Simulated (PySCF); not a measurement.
Al2(mu-H)2(OMe)4, C₄H₁₄Al₂O₄, singlet at its GFN2-xTB optimised geometry (Å):

```
24

Al    -0.5579    -1.1340     0.0244
Al     0.5569     1.1321     0.0000
H     -0.0031    -0.0037    -1.2084
O      0.4421    -2.4332     0.0228
C      1.3501    -3.4919     0.0201
H      0.8164    -4.4461    -0.0007
H      1.9963    -3.4298    -0.8591
H      1.9721    -3.4551     0.9179
O     -2.1973    -1.1349     0.0257
C     -3.5903    -1.0651     0.0263
H     -3.9403    -0.5433    -0.8679
H     -4.0181    -2.0713     0.0381
H     -3.9384    -0.5233     0.9093
H      0.0014     0.0022     1.2328
O      2.1964     1.1321     0.0000
C      3.5893     1.0609     0.0008
H      3.9398     0.5589    -0.9045
H      4.0181     2.0661     0.0354
H      3.9358     0.4992     0.8719
O     -0.4422     2.4320     0.0000
C     -1.3467     3.4937    -0.0002
H     -1.9922     3.4365    -0.8802
H     -1.9697     3.4562     0.8969
H     -0.8098     4.4461    -0.0176
```

Level of theory: B3LYP/def2-SVP (PySCF).

Map of the electron localisation function on the plane z = 1.5 Å:

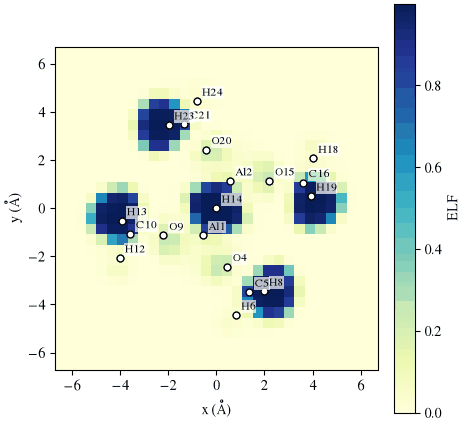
Electron localisation function on the plane z = 1.5 Å.
